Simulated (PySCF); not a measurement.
# F₃Ga, SMILES `F[Ga](F)F`: electronic structure

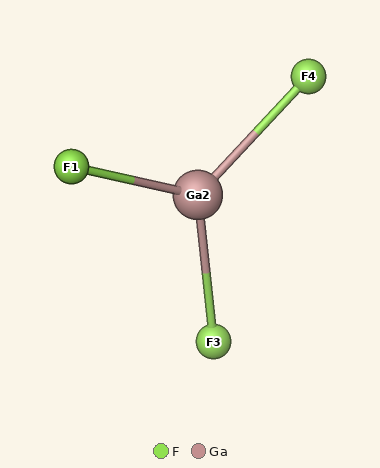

The molecule, with its atoms numbered as below. No frequency check shows the geometry to be a minimum.

Coordinates in Å:

```
F1       1.4087   -1.0081    0.0000
Ga2      0.0001    0.0000    0.0000
F3       0.1685    1.7241    0.0000
F4      -1.5776   -0.7160    0.0000
```

Part 1: Bonding charge

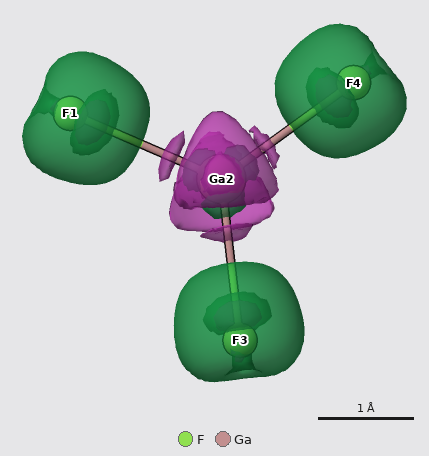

Deformation density (molecule less spherical, spin-averaged free atoms at the same positions), surfaces at ±0.1 e/Å³; green: gain, purple: loss.

Method: ωB97X/def2-TZVP; geometry: GFN2-xTB; program: PySCF.

**Describe the bonding that the map shows.**

F1–Ga2, Ga2–F3 and Ga2–F4: +0.04 e/Å³ at the bond critical point (bond length 1.73 Å, Mayer order 1.1); up to 0.6 Å beside the axis the gain reaches +0.20 e/Å³. In all, 1.1 electrons gather in the regions of gain relative to the promolecule. A small or negative value marks a very polar bond, one between electron-rich atoms, whose free-atom densities already overlap strongly, a long bond to a heavier atom, or a closed-shell contact such as a hydrogen bond.

**Where do the Hirshfeld charges lie?**

The highest Hirshfeld charge is on Ga2 (+0.82 e), the lowest on F1, F3 and F4 (−0.27 e).

Part 2: Bond critical points

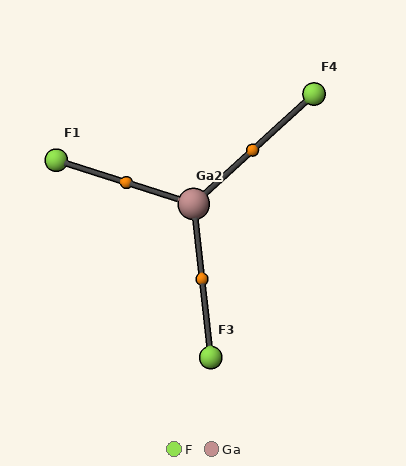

Molecular graph of the electron density (QTAIM): bond paths, bond critical points (orange), ring points (yellow, if any); weak paths are dashed.

**How many critical points of each kind are there, and does the count close?**

4 nuclei, 3 bond, 0 ring and 0 cage critical points: 4 − 3 + 0 − 0 = 1, as the Poincaré–Hopf relation requires.

**Give the properties at the bond critical points.**

| bond | length (Å) | ρ (a.u.) | ∇²ρ (a.u.) | ε | H (a.u.) |
| --- | --- | --- | --- | --- | --- |
| F1–Ga2 (3 alike) | 1.732 | 0.140 | +0.91 | 0.00 | −0.043 |

**What kind of interaction is F1–Ga2?**

Polar or intermediate (positive Laplacian, negative energy density H): ρ = 0.140, ∇²ρ = +0.91, H = −0.043 a.u.

Part 3: Local ionisation energy

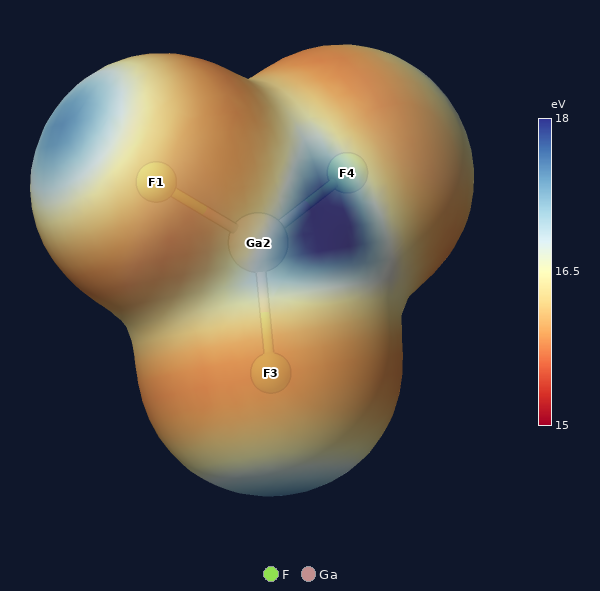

Average local ionisation energy on the surface of electron density 0.001 a.u.

**Locate the minima of the map.**

The lowest value is 15.8 eV, 1.7 Å from F3, and at like points elsewhere. For comparison, the highest occupied orbital lies at −14.3 eV.

**What volume does the surface enclose, and what is the dipole moment?**

About 70 Å³; the dipole moment is 0.0 D.

Part 4: In an electric field

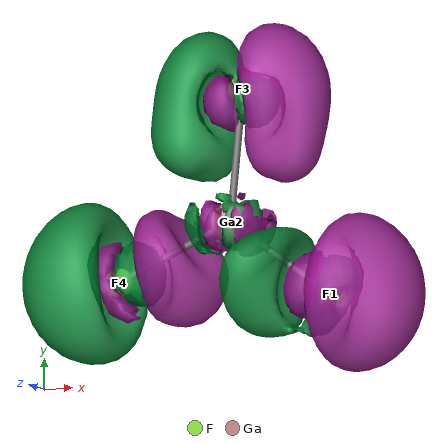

Change of the electron density in a uniform field of 0.21 V/Å, surfaces at ±0.001 e/Å³ (green: gain, purple: loss).

Computed with PySCF, ωB97X/def2-TZVP, geometry: GFN2-xTB. A basis without diffuse functions makes polarisabilities too small.

**Along which Cartesian direction does the field point?**

Along +x: electrons gather on the −x side, against the field.

**What dipole is induced, and what polarisability does it imply?**

The induced dipole is 0.24 D (along the field); α along this axis, from the fields in both directions, is 24 bohr³ (3.5 Å³).

**Which atoms gain and lose the most charge?**

Electrons gather most on F4 (Hirshfeld charge changes by −0.009 e) and leave F1 most (+0.008 e); 0.025 electrons are displaced in all.

The PySCF runs shown took 13 s and 28 s on 1 thread of Arm Neoverse V2, with other jobs on the host.
